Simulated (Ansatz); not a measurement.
# C2H9ClOSi2: what the fields show

```xyz
15

C    -2.4665    0.3394    0.2103
Si   -0.6741    0.8320    0.4291
Cl   -0.2403    0.8966    2.4607
C     0.4860   -0.3721   -0.4615
O     0.0840   -1.6868   -0.0756
Si    2.3635   -0.1368   -0.2197
H    -3.1285    1.0195    0.7370
H    -2.6336   -0.6636    0.5876
H    -2.7375    0.3522   -0.8427
H    -0.4076    2.1851   -0.0897
H     0.2660   -0.2128   -1.5225
H     0.4953   -2.3304   -0.6368
H     2.7529   -0.2691    1.1923
H     2.7726    1.1867   -0.7351
H     3.0458   -1.1906   -1.0040
```

Method: RHF/6-31G* (Ansatz 0.2.0).

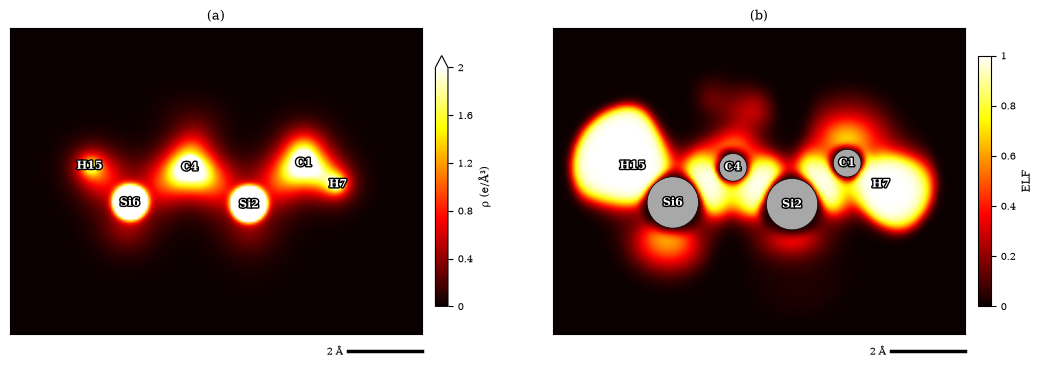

Figure 1. (a) total electron density; (b) electron localisation function on the plane of atoms C1, Si2 and C4. Grey discs cover the atomic cores in the ELF map.

> Read the bonding off the picture.

Atoms in the plane: C, Si and H.
C–Si (1.87 Å): ρ is about 1 e/Å³ halfway; the ELF peaks at about 1 between the atoms, as expected for a covalent bond.
C–H (1.09 Å): ρ at the midpoint is about 1.9 e/Å³; the ELF climbs to about 1 towards the hydrogen, as it does in any bond to H; a covalent bond by its length.
Si–H (1.48 Å): ρ at the midpoint is about 0.79 e/Å³; the ELF climbs to about 1 towards the hydrogen.

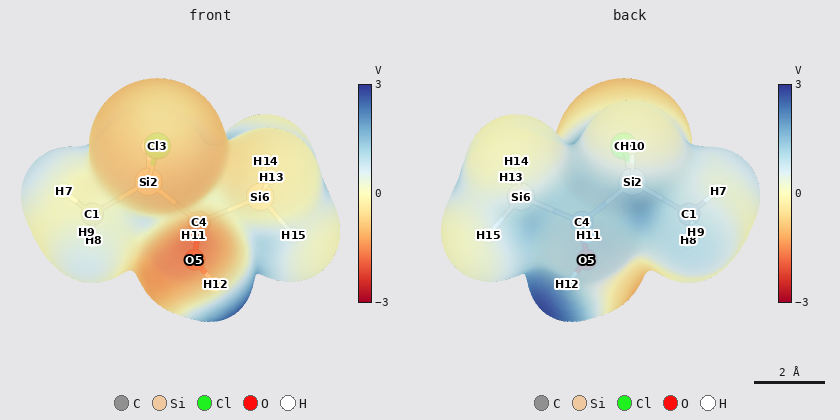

Figure 2. The electrostatic potential painted on the density surface at 0.002 e/bohr³, seen from the front and from behind; red is negative and blue positive.

> Describe the electrostatic potential map.

The most negative region (about −1.6 V) lies over O5, the most positive (about +2.7 V) over H12. O5 is the likeliest acceptor of a hydrogen bond.

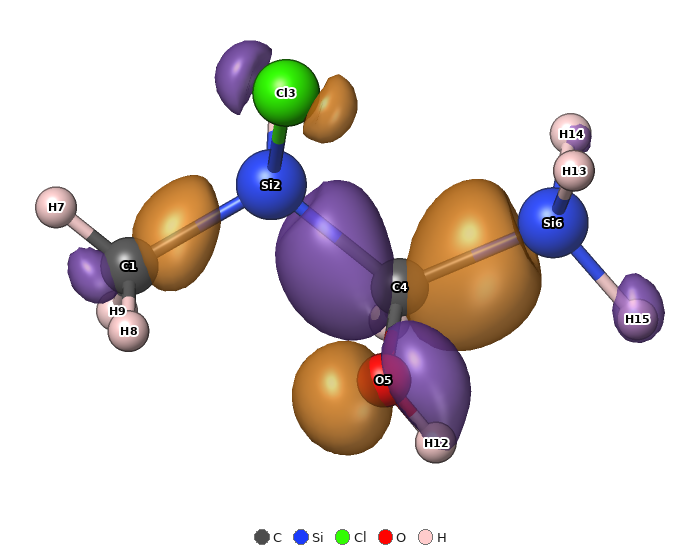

Figure 3. The HOMO at ±0.15 Å⁻³ᐟ² (orange and purple are the two phases), seen across its widest extent.

> Where does this orbital lie, and at what energy?

By Hirshfeld shares it lies mainly on C4 (about 30 %), O5 (about 20 %), Si6 (about 15 %) and Si2 (about 10 %). Its energy is −11.00 eV.
